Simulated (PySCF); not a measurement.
C₃H₁₄OSi₃ (SMILES CC(C)O[SiH2][SiH2][SiH3])

The calculation's input:

```
{"job": {"kind": "uv", "xc": "B3LYP", "basis": "def2-SVPD", "ip": true, "dynamic": true}, "charge": 0, "multiplicity": 1}
C     -1.762859    -1.685420    -0.414572
C     -1.677681    -0.205380    -0.085970
C     -2.225904     0.122776     1.287786
O     -0.325171     0.223241    -0.122272
Si     0.514308     0.708686    -1.484488
Si     2.596950     1.273953    -0.574356
Si     2.645780     0.134035     1.476301
H     -2.805759    -2.036014    -0.389522
H     -1.180761    -2.267241     0.316870
H     -1.358022    -1.893506    -1.416500
H     -2.257845     0.361441    -0.842665
H     -3.287110    -0.156180     1.366204
H     -2.128554     1.198795     1.491342
H     -1.660646    -0.423661     2.058622
H     -0.205189     1.834785    -2.164284
H      0.640756    -0.402236    -2.485006
H      2.720561     2.750213    -0.355326
H      3.717592     0.837706    -1.466770
H      3.986695     0.260803     2.129607
H      2.367486    -1.316538     1.247253
H      1.611097     0.700826     2.391117
```

Run with:

```sh
OMP_NUM_THREADS=1 python probes_run.py task.json out
```

Geometry: PBE0-D3(BJ)/def2-SVP.

All numbers below come from PySCF 2.14.0, B3LYP/def2-SVPD, SCF density, gas phase.

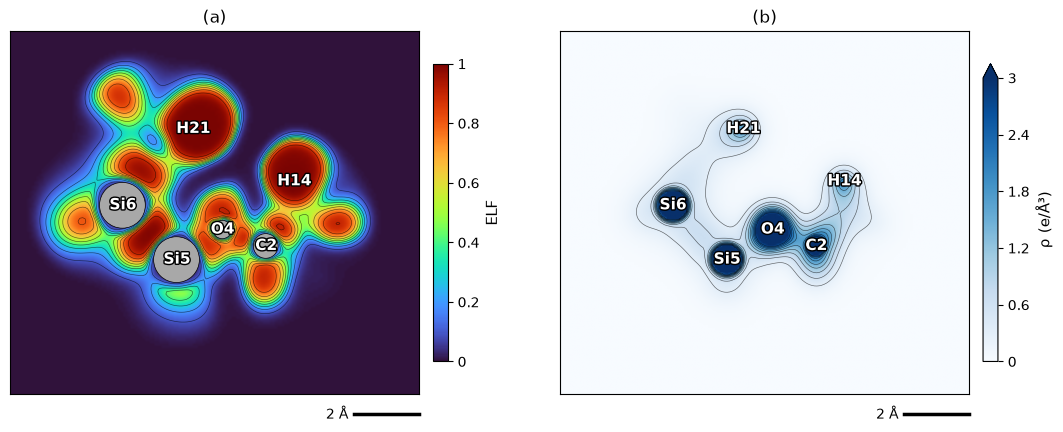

Figure 1. (a) ELF; (b) electron density on the plane of atoms O4, Si5 and Si6. Grey discs cover the atomic cores in the ELF map.

**What does the map show?**

- The section cuts through C, O, Si and H sites.
- C–O (1.42 Å): ρ is about 2 e/Å³ halfway, with its minimum of 1.7 e/Å³ about 0.5 Å from C; the ELF peaks at about 0.90 between the atoms (a shared but strongly polarised pair).
- Si–O (1.67 Å): ρ is about 1 e/Å³ halfway; the ELF peaks at about 0.85 between the atoms (a polar covalent bond).
- Si–Si (2.34 Å): ρ at the midpoint is about 0.66 e/Å³; the ELF peaks at about 1 between the atoms, as expected for a covalent bond.
- The ELF also peaks beside O4, away from the bonds: lone-pair regions.

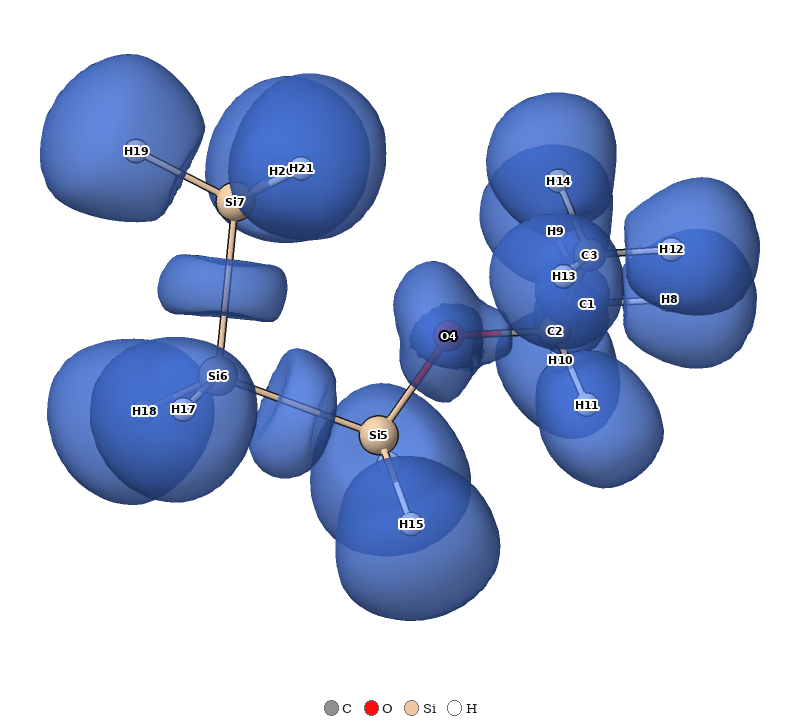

Figure 2. Isosurface of the ELF at 0.75 (blue), seen at an oblique angle. Core shells and regions of very low density are left out.

**Identify the bonds, lone pairs and shells in this picture.**

The surface consists of two regions between bonded C–C atoms (shared pairs), two regions between bonded Si–Si atoms (shared pairs), 14 regions around hydrogen nuclei and one region on O in which the atom's valence shell and bonds are merged. Along the contacts the grid gives the following. C–C (1.52 Å): the ELF peaks at about 0.95 between the atoms; a covalent bond.

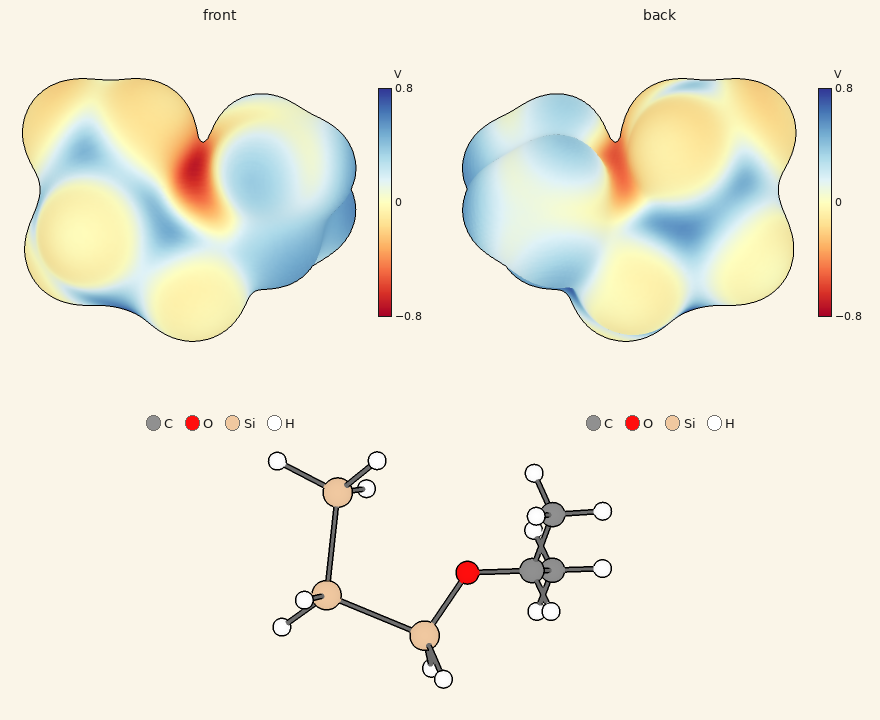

Figure 3. The molecular electrostatic potential painted on the density surface at 0.001 e/bohr³, seen from the front and from behind; red is negative and blue positive. The bare structure is drawn below in the same view.

**Describe the electrostatic potential map.**

The most negative region (about −0.6 V, or −14 kcal/mol for a unit charge) lies over C3, O4 and H21, the most positive (about +0.7 V, or +16 kcal/mol for a unit charge) over Si5.
